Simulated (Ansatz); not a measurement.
# FH₄NSi + H₂O: a complex and its separated parts, part 2 of 2

Ansatz 0.2.0, Gaussian basis. Earlier steps stand in the parts before.

**13. CAM-B3LYP-D4/def2-TZVPP**

The inputs:

parta/in.yaml

```yaml
crystal:
  periodic: [false, false, false]
  atoms:
    - {symbol: Si, position_ang: [-1.003156, 0.145153, -0.636254]}
    - {symbol: H, position_ang: [-1.913218, 0.658344, -1.683856]}
    - {symbol: H, position_ang: [-1.687732, -0.262200, 0.610601]}
    - {symbol: N, position_ang: [0.114903, 1.363304, -0.259736]}
    - {symbol: F, position_ang: [-0.355335, -1.194724, -1.236589]}
    - {symbol: H, position_ang: [0.527368, 1.945029, -0.969821]}
    - {symbol: H, position_ang: [0.684343, 1.326332, 0.569197]}
basis:
  gaussian: {orbitals: def2-TZVPP}
hamiltonian: {xc: {name: CAM-B3LYP}, dispersion: d4}
```

partb/in.yaml

```yaml
crystal:
  periodic: [false, false, false]
  atoms:
    - {symbol: O, position_ang: [1.362393, -0.970068, 1.234988]}
    - {symbol: H, position_ang: [1.096459, -1.558998, 1.944379]}
    - {symbol: H, position_ang: [1.173978, -1.452173, 0.426988]}
basis:
  gaussian: {orbitals: def2-TZVPP}
hamiltonian: {xc: {name: CAM-B3LYP}, dispersion: d4}
```

The same command starts each run, in its folder.

Run with:

```sh
$ ansatz run in.yaml --threads 4 --pin off --events-out ev --progress --plain --max-ram 9574MiB
```

Output in parta, shortened:

```text
Functional definition: CAM-B3LYP
  name "CAM-B3LYP"
  cite "Yanai, Tew & Handy, Chem. Phys. Lett. 393, 51 (2004) doi:10.1016/j.cplett.2004.06.011"
  cite "Iikura, Tsuneda, Yanai & Hirao, J. Chem. Phys. 115, 3540 (2001) doi:10.1063/1.1383587"
  cite "Becke, Phys. Rev. A 38, 3098 (1988) doi:10.1103/PhysRevA.38.3098"
  cite "Lee, Yang & Parr, Phys. Rev. B 37, 785 (1988) doi:10.1103/PhysRevB.37.785"
[...]
  # Exact exchange under (alpha + beta erf(omega r))/r, Becke's under what is left of 1/r.
[...]
838 factors; their error is unknown
213 factors; integrals over basis functions are off by at most 1.3e-5 eV
[...]
mean field -12153.52612465 eV, -446.6338471250 hartree, gradient 4.7e-5 eV, S^2 0.000000; 0 other end points of the search recorded, 0 dependent functions left out
reference -12153.52623085 eV, -446.6338510277 hartree; 17, 17 occupied and 143, 143 virtual orbitals, 838 factors
Total energy: -12153.60358228 eV, -446.6366936403 hartree
```

Log of partb, shortened:

```text
[... 6 set-up lines as earlier in the session ...]
[...]
  # Exact exchange under (alpha + beta erf(omega r))/r, Becke's under what is left of 1/r.
[...]
269 factors; their error is unknown
72 factors; integrals over basis functions are off by at most 1.6e-5 eV
[...]
mean field -2079.99968543 eV, -76.4385785652 hartree, gradient 1.1e-5 eV, S^2 0.000000; 0 other end points of the search recorded, 0 dependent functions left out
reference -2079.99975286 eV, -76.4385810432 hartree; 5, 5 occupied and 54, 54 virtual orbitals, 269 factors
Total energy: -2080.00381882 eV, -76.4387304644 hartree
```

Wall times: 1 s (parta), 0.2 s (partb) on 4 threads of Arm Neoverse V2, shared host.

**14. wB97X-V/def2-TZVPP**

Each input of step 13 (parta, partb) changes in the same lines:

```diff
-hamiltonian: {xc: {name: CAM-B3LYP}, dispersion: d4}
+hamiltonian: {xc: {name: wB97X-V}}
```

The same command starts each run, in its folder.

Run with:

```sh
$ ansatz run in.yaml --threads 4 --pin off --events-out ev --progress --plain --max-ram 9574MiB
```

Output in parta, shortened:

```text
Functional definition: wB97X-V
  name "wB97X-V"
  cite "Mardirossian & Head-Gordon, Phys. Chem. Chem. Phys. 16, 9904 (2014) doi:10.1039/C3CP54374A"
[... 2 set-up lines as earlier in the session ...]
[...]
      + integral(e_c_pw_opposite_spin*poly(b97_u_opposite, cos0, cos1)) + vv10(b, c)
838 factors; their error is unknown
193 factors; integrals over basis functions are off by at most 9.3e-6 eV
[...]
mean field -12151.84138350 eV, -446.5719340296 hartree, gradient 4.1e-5 eV, S^2 0.000000; 0 other end points of the search recorded, 0 dependent functions left out
reference -12151.84138178 eV, -446.5719339666 hartree; 17, 17 occupied and 143, 143 virtual orbitals, 838 factors
Total energy: -12151.84138178 eV, -446.5719339666 hartree
```

Log of partb, shortened:

```text
[... 5 set-up lines as earlier in the session ...]
[...]
      + integral(e_c_pw_opposite_spin*poly(b97_u_opposite, cos0, cos1)) + vv10(b, c)
269 factors; their error is unknown
69 factors; integrals over basis functions are off by at most 2.2e-5 eV
[...]
mean field -2079.88767193 eV, -76.4344621451 hartree, gradient 2.2e-5 eV, S^2 0.000000; 0 other end points of the search recorded, 0 dependent functions left out
reference -2079.88767104 eV, -76.4344621122 hartree; 5, 5 occupied and 54, 54 virtual orbitals, 269 factors
Total energy: -2079.88767104 eV, -76.4344621122 hartree
```

They took 2.4 s (parta), 0.35 s (partb) on 4 threads of Arm Neoverse V2, shared host.

**15. wB97M-V/def2-TZVPP**

Each input of step 14 (parta, partb) changes in the same lines:

```diff
-hamiltonian: {xc: {name: wB97X-V}}
+hamiltonian: {xc: {name: wB97M-V}}
```

Each run has its own folder and the same command.

Run with:

```sh
$ ansatz run in.yaml --threads 4 --pin off --events-out ev --progress --plain --max-ram 9574MiB
```

Log of parta, shortened:

```text
Functional definition: wB97M-V
  name "wB97M-V"
  cite "Mardirossian & Head-Gordon, J. Chem. Phys. 144, 214110 (2016) doi:10.1063/1.4952647"
[... 2 set-up lines as earlier in the session ...]
  # Of w^i u^j: cxij and so on, Table III.
[...]
  gx(w, u) = 1 - cx + cx01*u + cx10*w
[...]
      + integral(e_c_pw_mod_opposite_spin*gos(b97_w_opposite, b97_u_opposite)) + vv10(b, c)
838 factors; their error is unknown
193 factors; integrals over basis functions are off by at most 9.3e-6 eV
[...]
mean field -12152.53962692 eV, -446.5975940021 hartree, gradient 3.0e-5 eV, S^2 0.000000; 0 other end points of the search recorded, 0 dependent functions left out
reference -12152.53966884 eV, -446.5975955425 hartree; 17, 17 occupied and 143, 143 virtual orbitals, 838 factors
Total energy: -12152.53966884 eV, -446.5975955425 hartree
```

Log of partb, shortened:

```text
[... 5 set-up lines as earlier in the session ...]
  # Of w^i u^j: cxij and so on, Table III.
[...]
  gx(w, u) = 1 - cx + cx01*u + cx10*w
[...]
      + integral(e_c_pw_mod_opposite_spin*gos(b97_w_opposite, b97_u_opposite)) + vv10(b, c)
269 factors; their error is unknown
69 factors; integrals over basis functions are off by at most 2.2e-5 eV
[...]
mean field -2079.85938211 eV, -76.4334225130 hartree, gradient 2.9e-5 eV, S^2 0.000000; 0 other end points of the search recorded, 0 dependent functions left out
reference -2079.85940411 eV, -76.4334233219 hartree; 5, 5 occupied and 54, 54 virtual orbitals, 269 factors
Total energy: -2079.85940411 eV, -76.4334233219 hartree
```

Times: 2.7 s (parta), 0.35 s (partb) on 4 threads of Arm Neoverse V2, shared host.

**16. B2PLYP/def2-TZVPP**

Each input of step 15 (parta, partb) changes in the same lines:

```diff
-hamiltonian: {xc: {name: wB97M-V}}
+hamiltonian: {xc: {name: B2PLYP}}
```

The same command starts each run, in its folder.

Run with:

```sh
$ ansatz run in.yaml --threads 4 --pin off --events-out ev --progress --plain --max-ram 9574MiB
```

Output in parta, shortened:

```text
Functional definition: B2PLYP
  name "B2PLYP"
  cite "Grimme, J. Chem. Phys. 124, 034108 (2006) doi:10.1063/1.2148954"
[... 2 set-up lines as earlier in the session ...]
[...]
943 factors; integrals over basis functions are off by at most 1.2e-3 eV
[...]
mean field -12143.46345553 eV, -446.2640508555 hartree, gradient 1.9e-6 eV, S^2 0.000000; 0 other end points of the search recorded, 0 dependent functions left out
7 core orbitals not correlated: weight in the atoms' cores, before any rotation towards them, 1.000 or more for the frozen orbitals, at most 0.000 for the correlated occupied ones
reference -12143.46359387 eV, -446.2640559395 hartree; 10, 10 occupied and 143, 143 virtual orbitals, 943 factors
second order -19.24417514 eV of doubles, -0.00000000 eV of singles
Total energy: -12148.65952116 eV, -446.4550027454 hartree
```

Output in partb, shortened:

```text
[... 5 set-up lines as earlier in the session ...]
[...]
361 factors; integrals over basis functions are off by at most 7.6e-4 eV
[...]
mean field -2077.03828021 eV, -76.3297489305 hartree, gradient 8.4e-7 eV, S^2 0.000000; 0 other end points of the search recorded, 0 dependent functions left out
1 core orbitals not correlated: weight in the atoms' cores, before any rotation towards them, 1.000 or more for the frozen orbitals, at most 0.000 for the correlated occupied ones
reference -2077.03836523 eV, -76.3297520552 hartree; 4, 4 occupied and 54, 54 virtual orbitals, 361 factors
second order -8.41872207 eV of doubles, -0.00000000 eV of singles
Total energy: -2079.31142019 eV, -76.4132852842 hartree
```

Times: 1.6 s (parta), 0.25 s (partb) on 4 threads of Arm Neoverse V2, shared host.

**17. PBE-QIDH/def2-TZVPP**

Each input of step 16 (parta, partb) changes in the same lines:

```diff
-hamiltonian: {xc: {name: B2PLYP}}
+hamiltonian: {xc: {name: PBE-QIDH}}
```

Each run has its own folder and the same command.

Run with:

```sh
$ ansatz run in.yaml --threads 4 --pin off --events-out ev --progress --plain --max-ram 9574MiB
```

parta printed, shortened:

```text
Functional definition: PBE-QIDH
  name "PBE-QIDH"
  cite "Brémond, Sancho-García, Pérez-Jiménez & Adamo, J. Chem. Phys. 141, 031101 (2014) doi:10.1063/1.4890314"
[... 1 set-up line as earlier in the session ...]
[...]
943 factors; integrals over basis functions are off by at most 1.2e-3 eV
[...]
mean field -12138.05625541 eV, -446.0653399162 hartree, gradient 2.1e-6 eV, S^2 0.000000; 0 other end points of the search recorded, 0 dependent functions left out
7 core orbitals not correlated: weight in the atoms' cores, before any rotation towards them, 1.000 or more for the frozen orbitals, at most 0.000 for the correlated occupied ones
reference -12138.05626594 eV, -446.0653403031 hartree; 10, 10 occupied and 143, 143 virtual orbitals, 943 factors
second order -17.95689753 eV of doubles, -0.00000000 eV of singles
Total energy: -12144.04189845 eV, -446.2853082407 hartree
```

Log of partb, shortened:

```text
[... 4 set-up lines as earlier in the session ...]
[...]
361 factors; integrals over basis functions are off by at most 7.6e-4 eV
[...]
mean field -2075.58435432 eV, -76.2763181396 hartree, gradient 2.2e-6 eV, S^2 0.000000; 0 other end points of the search recorded, 0 dependent functions left out
1 core orbitals not correlated: weight in the atoms' cores, before any rotation towards them, 1.000 or more for the frozen orbitals, at most 0.000 for the correlated occupied ones
reference -2075.58435981 eV, -76.2763183414 hartree; 4, 4 occupied and 54, 54 virtual orbitals, 361 factors
second order -7.85898947 eV of doubles, -0.00000000 eV of singles
Total energy: -2078.20402297 eV, -76.3725891867 hartree
```

Wall times: 1.6 s (parta), 0.25 s (partb) on 4 threads of Arm Neoverse V2, shared host.

**18. RPA on PBE/def2-TZVPP**

Each input of step 17 (parta, partb) changes in the same lines:

```diff
-hamiltonian: {xc: {name: PBE-QIDH}}
+hamiltonian: {xc: pbe}
+correlation: {method: rpa}
```

One command serves all of them, each in its own folder.

Run with:

```sh
$ ansatz run in.yaml --threads 4 --pin off --events-out ev --progress --plain --max-ram 9574MiB
```

Output in parta, shortened:

```text
[... 4 set-up lines as earlier in the session ...]
[...]
943 factors; integrals over basis functions are off by at most 1.2e-3 eV
[...]
mean field -12145.76584706 eV, -446.3486621838 hartree, gradient 3.4e-6 eV, S^2 0.000000; 0 other end points of the search recorded, 0 dependent functions left out
7 core orbitals not correlated: weight in the atoms' cores, before any rotation towards them, 1.000 or more for the frozen orbitals, at most 0.000 for the correlated occupied ones
reference -12117.12244304 eV, -445.2960365011 hartree; 10, 10 occupied and 143, 143 virtual orbitals, 943 factors
Total energy: -12143.13785983 eV, -446.2520854343 hartree
```

partb printed, shortened:

```text
[... 4 set-up lines as earlier in the session ...]
[...]
361 factors; integrals over basis functions are off by at most 7.6e-4 eV
[...]
mean field -2078.40755303 eV, -76.3800687785 hartree, gradient 2.1e-6 eV, S^2 0.000000; 0 other end points of the search recorded, 0 dependent functions left out
1 core orbitals not correlated: weight in the atoms' cores, before any rotation towards them, 1.000 or more for the frozen orbitals, at most 0.000 for the correlated occupied ones
reference -2069.53696643 eV, -76.0540807337 hartree; 4, 4 occupied and 54, 54 virtual orbitals, 361 factors
Total energy: -2080.48260189 eV, -76.4563254175 hartree
```

Times: 1.5 s (parta), 0.25 s (partb) on 4 threads of Arm Neoverse V2, shared host.

**19. CCSD(T)/def2-TZVPP**

The same edit goes into each in.yaml of step 18 (parta, partb):

```diff
-hamiltonian: {xc: pbe}
-correlation: {method: rpa}
+correlation: {method: ccsd_t}
```

Each run has its own folder and the same command.

Run with:

```sh
$ ansatz run in.yaml --threads 4 --pin off --events-out ev --progress --plain --max-ram 9574MiB
```

Log of parta, shortened:

```text
Functional definition: HF
  name "HF"
  cite "Fock, Z. Phys. 61, 126 (1930) doi:10.1007/BF01340294"
[... 1 set-up line as earlier in the session ...]
[...]
943 factors; integrals over basis functions are off by at most 1.2e-3 eV
[...]
mean field -12118.19309092 eV, -445.3353820849 hartree, gradient 1.6e-6 eV, S^2 0.000000; 0 other end points of the search recorded, 0 dependent functions left out
7 core orbitals not correlated: weight in the atoms' cores, before any rotation towards them, 1.000 or more for the frozen orbitals, at most 0.000 for the correlated occupied ones
reference -12118.19309092 eV, -445.3353820849 hartree; 10, 10 occupied and 143, 143 virtual orbitals, 943 factors
second order -16.11474891 eV of doubles, -0.00000000 eV of singles
cycle   1  -16.32680453 eV  change   -2.1e-1 eV  update   7.9e-2
[...]
cycle   9  -16.74791534 eV  change   -7.4e-6 eV  update   1.3e-5
perturbative correction -0.51595321 eV, -0.0189609306 hartree
Total energy: -12135.45695946 eV, -445.9698175519 hartree
```

Output in partb, shortened:

```text
[... 4 set-up lines as earlier in the session ...]
[...]
361 factors; integrals over basis functions are off by at most 7.6e-4 eV
[...]
mean field -2069.76241197 eV, -76.0623657046 hartree, gradient 3.6e-6 eV, S^2 0.000000; 0 other end points of the search recorded, 0 dependent functions left out
1 core orbitals not correlated: weight in the atoms' cores, before any rotation towards them, 1.000 or more for the frozen orbitals, at most 0.000 for the correlated occupied ones
reference -2069.76241197 eV, -76.0623657046 hartree; 4, 4 occupied and 54, 54 virtual orbitals, 361 factors
second order -7.10556478 eV of doubles, -0.00000000 eV of singles
cycle   1  -7.11162668 eV  change   -6.1e-3 eV  update   4.1e-2
[...]
cycle   8  -7.26608236 eV  change    3.2e-6 eV  update   7.2e-6
perturbative correction -0.20740311 eV, -0.0076219236 hartree
Total energy: -2077.23589744 eV, -76.3370112298 hartree
```

Wall times: 10 s (parta), 0.25 s (partb) on 4 threads of Arm Neoverse V2, shared host; peak memory 1.2 GiB.

**20. Vibrations of FH₄NSi**

The input, vib-parta/in.yaml:

```yaml
crystal:
  periodic: [false, false, false]
  atoms:
    - {symbol: Si, position_ang: [-1.003156, 0.145153, -0.636254]}
    - {symbol: H, position_ang: [-1.913218, 0.658344, -1.683856]}
    - {symbol: H, position_ang: [-1.687732, -0.262200, 0.610601]}
    - {symbol: N, position_ang: [0.114903, 1.363304, -0.259736]}
    - {symbol: F, position_ang: [-0.355335, -1.194724, -1.236589]}
    - {symbol: H, position_ang: [0.527368, 1.945029, -0.969821]}
    - {symbol: H, position_ang: [0.684343, 1.326332, 0.569197]}
basis:
  gaussian: {orbitals: def2-TZVP}
hamiltonian: {xc: pbe0, dispersion: d4}
phonons: {temperatures: {t_min: 298.15, t_max: 900, t_step: 200}}
```

Run with:

```sh
$ ansatz run in.yaml --threads 4 --pin off --events-out ev --progress --plain --max-ram 9574MiB
```

The log of the run, shortened:

```text
[... 5 set-up lines as earlier in the session ...]
[...]
755 factors; their error is unknown
[...]
mean field -12146.67366755 eV, -446.3820239712 hartree, gradient 3.4e-5 eV, S^2 0.000000; 0 other end points of the search recorded, 0 dependent functions left out
[...]
Atom 4 at    -0.355335    -1.194724    -1.236589 Å, force    -0.001972     0.004628     0.001924 eV/Å
Atom 5 at     0.527368     1.945029    -0.969821 Å, force    -0.003996    -0.001712    -0.003391 eV/Å
Atom 6 at     0.684343     1.326332     0.569197 Å, force    -0.003852    -0.003280     0.002360 eV/Å
Dipole moment:     0.170765     0.355886     0.125381 e Å
Vibrations: 265.09 294.99 383.24 561.34 800.98 828.29 898.84 903.94 941.53 962.91 1585.47 2259.05 2264.15 3616.24 3710.02 cm⁻¹, zero-point energy 1.256957 eV
```

Run time: 23 s. Hardware: 4 threads of Arm Neoverse V2, shared host.

Wavenumbers and character of the modes:

| mode | wavenumber (cm⁻¹) | character |
| --- | --- | --- |
| 1 | 265 | torsion |
| 2 | 295 | bend |
| 3 | 383 | torsion |
| 4 | 561 | bend |
| 5 | 801 | bend with torsion |
| 6 | 828 | Si–F and Si–N stretch |
| 7 | 899 | bend with Si–N stretch |
| 8 | 904 | bend |
| 9 | 942 | torsion with bend |
| 10 | 963 | bend with Si–N stretch |
| 11 | 1585 | bend |
| 12 | 2259 | Si–H stretch |
| 13 | 2264 | Si–H stretch |
| 14 | 3616 | N–H stretch |
| 15 | 3710 | N–H stretch |

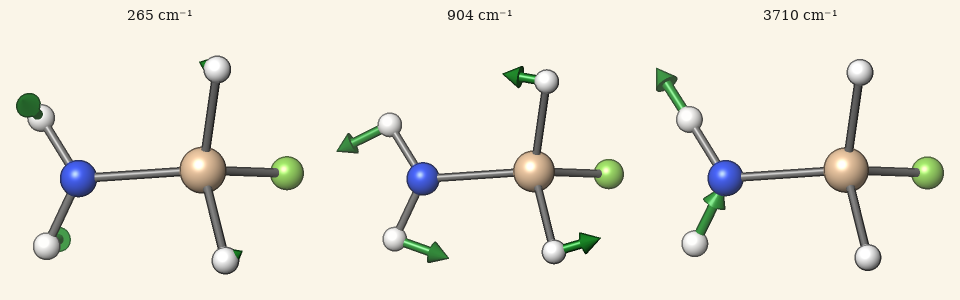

How the atoms move in 3 of the modes.

Vibrational sums (real modes only):

| T (K) | entropy (J/mol/K) | heat capacity (J/mol/K) |
| --- | --- | --- |
| 298 | 23.1 | 38.6 |
| 498 | 49.1 | 62.5 |
| 698 | 72.7 | 77.1 |
| 898 | 93.4 | 87.2 |

**21. Vibrations of H₂O**

The input, vib-partb/in.yaml:

```yaml
crystal:
  periodic: [false, false, false]
  atoms:
    - {symbol: O, position_ang: [1.362393, -0.970068, 1.234988]}
    - {symbol: H, position_ang: [1.096459, -1.558998, 1.944379]}
    - {symbol: H, position_ang: [1.173978, -1.452173, 0.426988]}
basis:
  gaussian: {orbitals: def2-TZVP}
hamiltonian: {xc: pbe0, dispersion: d4}
phonons: {temperatures: {t_min: 298.15, t_max: 900, t_step: 200}}
```

Run with:

```sh
$ ansatz run in.yaml --threads 4 --pin off --events-out ev --progress --plain --max-ram 9574MiB
```

The log of the run, shortened:

```text
[... 5 set-up lines as earlier in the session ...]
[...]
239 factors; their error is unknown
[...]
mean field -2078.33307681 eV, -76.3773318280 hartree, gradient 1.2e-5 eV, S^2 0.000000; 0 other end points of the search recorded, 0 dependent functions left out
[...]
Total energy: -2078.33734664 eV, -76.3774887413 hartree
Atom 0 at     1.362393    -0.970068     1.234988 Å, force    -0.000007    -0.000016    -0.000002 eV/Å
Atom 1 at     1.096459    -1.558998     1.944379 Å, force     0.000003     0.000007     0.000017 eV/Å
Atom 2 at     1.173978    -1.452173     0.426988 Å, force     0.000004     0.000009    -0.000015 eV/Å
Dipole moment:    -0.167531    -0.394920    -0.036361 e Å
Vibrations: 1622.87 3851.59 3959.32 cm⁻¹, zero-point energy 0.584820 eV
```

Run time: 0.6 s. Hardware: 4 threads of Arm Neoverse V2, shared host.

Wavenumbers and character of the modes:

| mode | wavenumber (cm⁻¹) | character |
| --- | --- | --- |
| 1 | 1623 | bend |
| 2 | 3852 | O–H stretch |
| 3 | 3959 | O–H stretch |

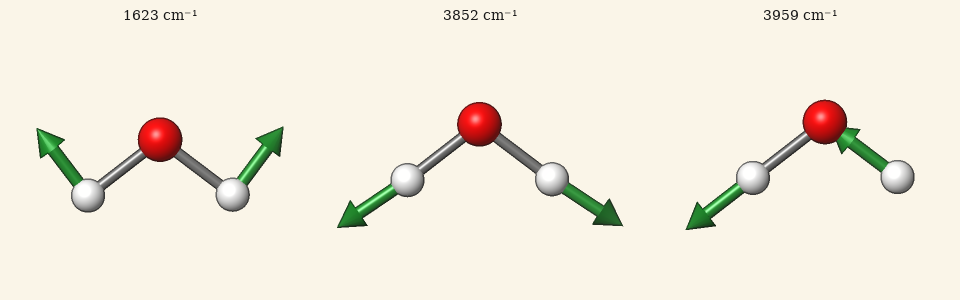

How the atoms move in 3 of the modes.

Vibrational sums (real modes only):

| T (K) | entropy (J/mol/K) | heat capacity (J/mol/K) |
| --- | --- | --- |
| 298 | 0.0 | 0.2 |
| 498 | 0.4 | 1.7 |
| 698 | 1.4 | 3.9 |
| 898 | 2.6 | 6.1 |

**22. Complex less separated parts**

The complex's own energies come from single points at the same levels.

Rows are in def2-TZVPP; times add the 3 runs of a level on a shared host, so small differences are noise.

Differences are taken before rounding.

| method | rung | complex less parts (kJ/mol) | from CCSD(T) (kJ/mol) | time |
| --- | --- | --- | --- | --- |
| SPW92 | LDA | -37.8 | -14.8 | 1.4 s |
| PBE-D4 | GGA | -26.9 | -3.9 | 2.2 s |
| BLYP-D4 | GGA | -25.8 | -2.8 | 2.4 s |
| r2SCAN-D4 | meta-GGA | -26.7 | -3.7 | 4.2 s |
| B97M-V | meta-GGA | -26.4 | -3.4 | 8.5 s |
| PBE0-D4 | hybrid | -25.0 | -2.0 | 2.9 s |
| B3LYP-D4 | hybrid | -25.4 | -2.4 | 2.8 s |
| r2SCAN0-D4 | hybrid | -25.7 | -2.7 | 5 s |
| BHLYP-D4 | hybrid | -25.6 | -2.6 | 2.7 s |
| CAM-B3LYP-D4 | range-separated hybrid | -26.9 | -3.9 | 3 s |
| wB97X-V | range-separated hybrid | -25.3 | -2.3 | 7 s |
| wB97M-V | range-separated hybrid | -26.3 | -3.3 | 7.8 s |
| B2PLYP | double hybrid | -20.7 | +2.3 | 5.2 s |
| PBE-QIDH | double hybrid | -21.9 | +1.2 | 5.1 s |
| RPA on PBE | RPA | -20.3 | +2.7 | 5.1 s |
| Hartree-Fock | wavefunction | -11.7 | +11.3 |  |
| MP2 | wavefunction | -22.9 | +0.1 |  |
| CCSD | wavefunction | -21.1 | +1.9 |  |
| CCSD(T) | wavefunction | -23.0 | 0 | 81 s |

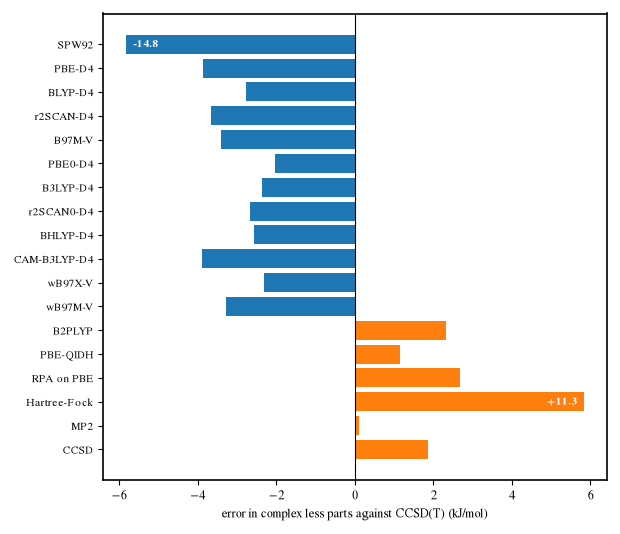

How far each level lands from CCSD(T). Bars with a number in them are cut short.

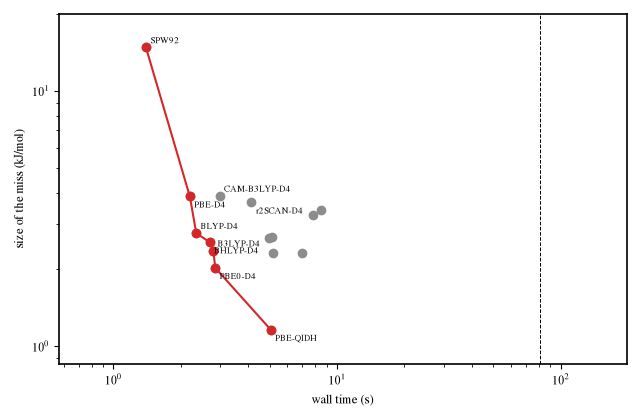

Accuracy for the time spent; red marks the levels that beat every quicker one drawn (of those quicker than the yardstick), and the dashed line is the time of CCSD(T). Only those levels and the largest misses are named. Times are from a shared host.

PBE-QIDH reaches 1.2 kJ/mol from the reference in 5.1 s, where CCSD(T) took 81 s; the quickest level in the cost chart, SPW92, takes 1.4 s and misses by 14.8 kJ/mol.

The complex's zero-point energy, from a separate PBE0-D4 run, is 1.915 eV.

**23. What came out**

This closing draws on all 2 parts.

| quantity | value |
| --- | --- |
| complex less parts, CCSD(T)/def2-TZVPP | -23.0 kJ/mol |
| with zero-point energy | -15.9 kJ/mol |
| largest T1 diagnostic | 0.011 |

What this shows: At CCSD(T) the complex lies 23.0 kJ/mol below its parts. The functionals run from PBE-QIDH, off by +1.2 kJ/mol, to SPW92, off by -14.8 kJ/mol, against CCSD(T). Mean unsigned error by rung: LDA 14.8, GGA 3.3, meta-GGA 3.5, hybrid 2.4, range-separated hybrid 3.2, double hybrid 1.7 kJ/mol. PBE-D4 gives a relative energy 3.9 kJ/mol too low, inside chemical accuracy (1 kcal/mol, 4.2 kJ/mol). No counterpoise was applied, and triple zeta lacks some correlation, so the CCSD(T) reference has a basis error of its own, and close matches with it are partly luck.
